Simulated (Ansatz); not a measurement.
# CH$_{2}$AlCl$_{2}$ (charge −1): what the fields show

```
atom    x (Å)    y (Å)    z (Å)
  Cl   0.6342   1.4367  -1.8580
   C  -0.4048   0.3378  -0.8066
  Al   0.5871  -0.6083   0.7507
  Cl  -1.3788  -1.6395   1.3238
   H  -1.2281   0.9774  -0.4437
   H  -0.8637  -0.3839  -1.5044
```

The highest occupied orbital lies above zero, a sign that basis and functional describe the outermost electron poorly.

Method: RKS r2SCANh-D4/def2-SVP (Ansatz 0.2.0).

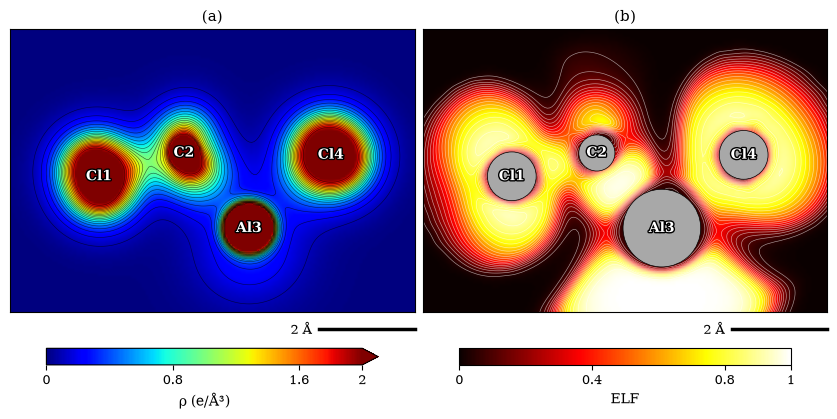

Figure 1. (a) electron density; (b) ELF on the plane of atoms Cl1, C2 and Al3. Grey discs cover the atomic cores in the ELF map.

### What does the map show?

- The plane passes through Cl, C and Al nuclei.
- C–Cl (1.84 Å): the density is about 1.1 e/Å³ at the midpoint; the ELF peaks at about 0.85 between the atoms; localised, covalent bonding.
- C–Al (2.07 Å): ρ at the midpoint is about 0.6 e/Å³; the ELF peaks at about 1 between the atoms, as expected for a shared but strongly polarised pair.
- Al–Cl (2.29 Å): ρ at the midpoint is about 0.48 e/Å³; the ELF peaks at about 0.85 in the valence shell of Cl, 0.9 Å from its nucleus, and is about 0.75 at the midpoint.
- The ELF also peaks beside Al3, Cl1 and Cl4, away from the bonds: lone-pair regions.

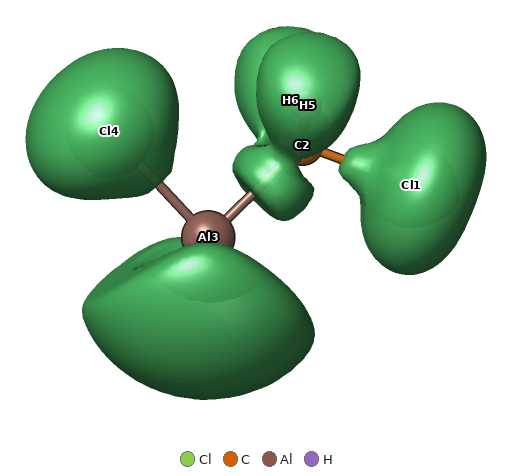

Figure 2. Isosurface of the ELF at 0.75 (green), seen at a tilt. Only the valence region is drawn (cores and ρ < 0.01 e/Å³ removed).

### Describe the localisation domains.

The surface consists of two regions on Cl in which the atom's valence shell and bonds are merged, one lobe on Al, pointing away from the bonds (lone pairs) and one joined region spread over several atoms (C, H), in which their bonds and any lone pairs are merged.

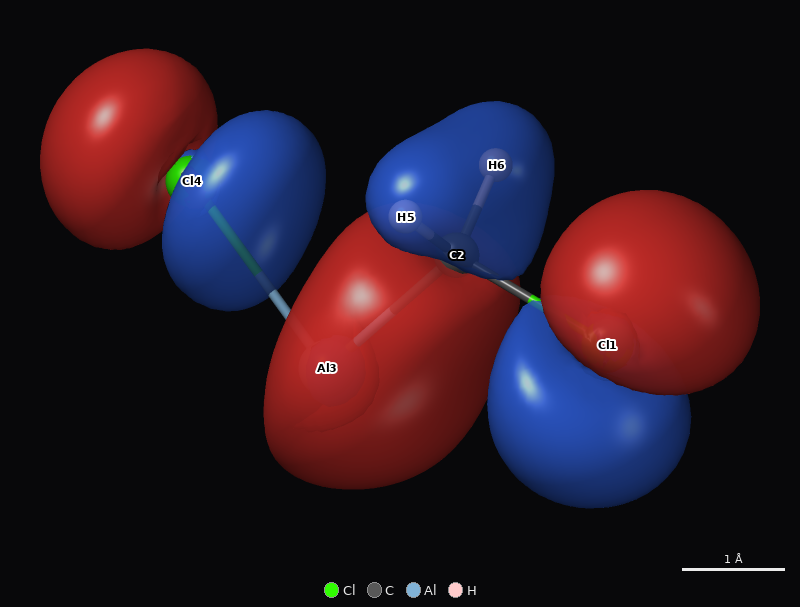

Figure 3. The HOMO−1 at ±0.08 Å⁻³ᐟ² (blue and red are the two phases), seen at a tilt.

### Describe this orbital and give its energy.

It lies mainly on Cl1 (about 40 %), C2 (about 20 %), Cl4 (about 20 %) and Al3 (about 15 %). Its energy is −2.22 eV.
